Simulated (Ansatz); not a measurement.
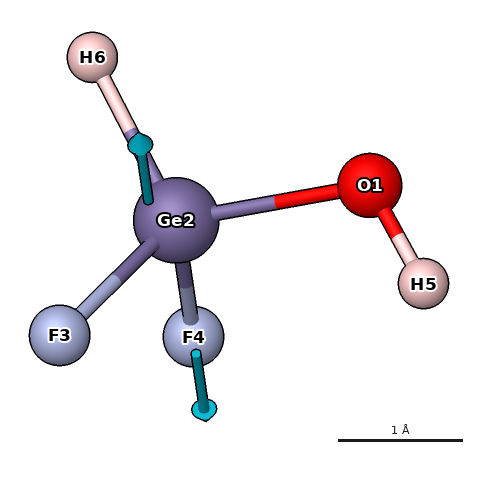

Arrows show the forces on the atoms, 0.2 Å of arrow for 1 eV/Å; forces under a tenth of the largest aren't drawn. Level of theory: PBE0-D4/def2-TZVP (Ansatz 0.2.0).

**Which bond do the forces act along most?**

Ge2–F4, now 1.604 Å: the forces push its atoms apart, so a first step downhill lengthens it.

List the force components in the frame of the picture (x right, y up, z towards the viewer), in eV/Å.

```csv
atom,Fx,Fy,Fz
O1,0.00,0.00,0.00
Ge2,−0.42,2.81,3.84
F3,0.00,0.00,0.00
F4,0.42,−2.81,−3.84
H5,0.00,0.00,0.00
H6,0.00,0.00,0.00
```
